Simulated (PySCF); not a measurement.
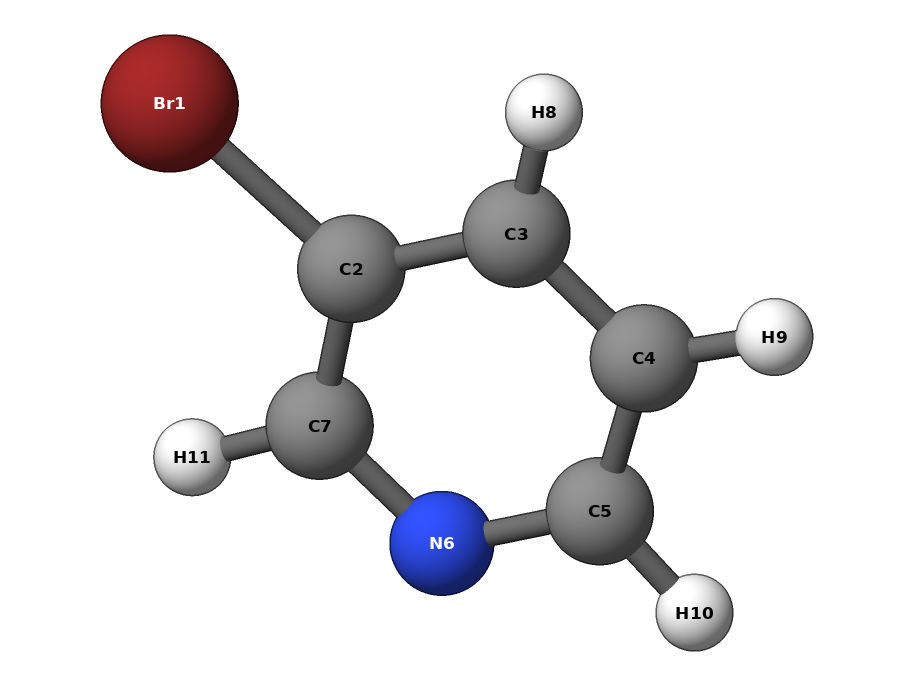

Computed geometry: GFN2-xTB optimisation. No frequency run is at hand to confirm it as a minimum. Method: B3LYP/pcJ-1 (pcSseg-1 on Br) indirect spin-spin coupling, non-relativistic, gas phase (PySCF 2.14.0). Isotopes: 13C, 1H, 15N.

Give the spin–spin coupling constants of these pairs, with the number of bonds between them: C5/N6, N6/C7, C2/N6, C4/N6, N6/H10, N6/H11, C3/N6, N6/H9.

```tsv
pair	bonds apart	J (Hz)
C5, N6	1	−1.3
N6, C7	1	−0.6
C2, N6	2	3.9
C4, N6	2	2.5
N6, H10	2	−12.1
N6, H11	2	−12.2
C3, N6	3	−3.7
N6, H9	3	−1.3
```

The geometry is semi-empirical. Around Br such bond lengths and angles can be off by a tenth of an ångström or more and by several degrees, and values that hang on the shape move with them.
